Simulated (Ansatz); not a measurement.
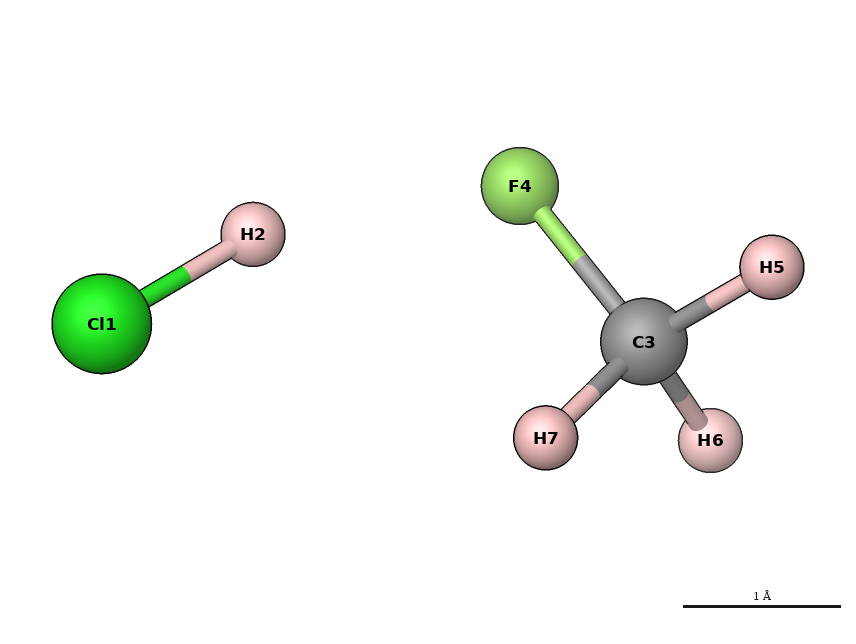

The geometry was computed by an optimisation with PBE-D4/def2-SVP. No frequency run is at hand to confirm it as a minimum.

Which hydrogen bonds does the structure hold? Count O, N, F, S and Cl donors.

```tsv
D–H···A	D–H (Å)	H···A (Å)	angle (°)	kind
Cl1–H2···F4	1.31	1.85	159	intermolecular
```
